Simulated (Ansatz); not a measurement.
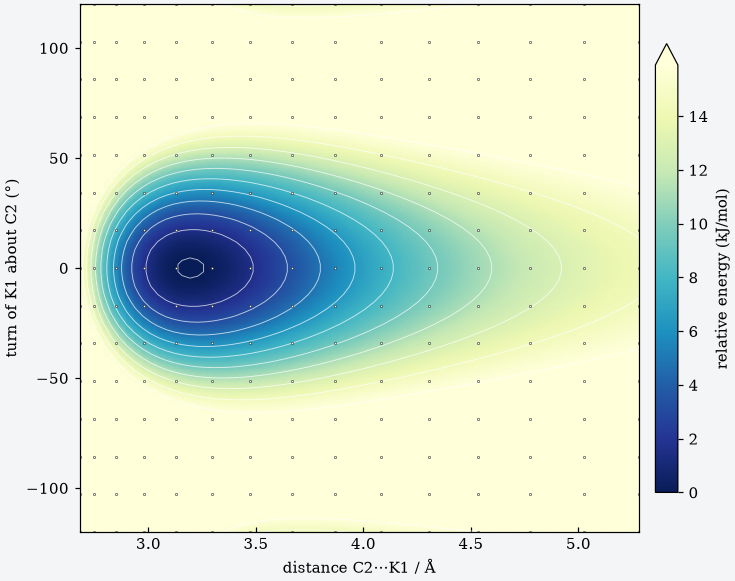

CKO, charge +1. 
- The turn is about an axis along (−0.28, 0.96, 0.00) in the frame of the relaxed pair, normal to the line between the partners.
- Coordinates scanned: (1) distance C2···K1; (2) turn of K1 about C2.
- The grid has 15 × 15 points; 120 points were computed and 105 follow by symmetry.
- Points are written as (first, second).
- Energies: kJ/mol, counted from the lowest grid point.
- All numbers below come from RHF/def2-TZVPD (Ansatz 0.2.0).

Drawn: a smooth colour map with a few white contour lines, dots at the grid points, one colour for all values above the top of the scale. Between grid points the surface is interpolated.

### Estimate the position of the minimum and the force constants in these coordinates.

The interpolated minimum is at distance C2···K1 ≈ 3.193 Å, turn of K1 about C2 ≈ 0.0°. The curvatures there are about 0.63 eV/Å² and 0.4 eV/rad², with a cross term of about 0 eV/(Å·rad). Round the minimum the two coordinates are nearly uncoupled. (1 eV is 96.5 kJ/mol.)
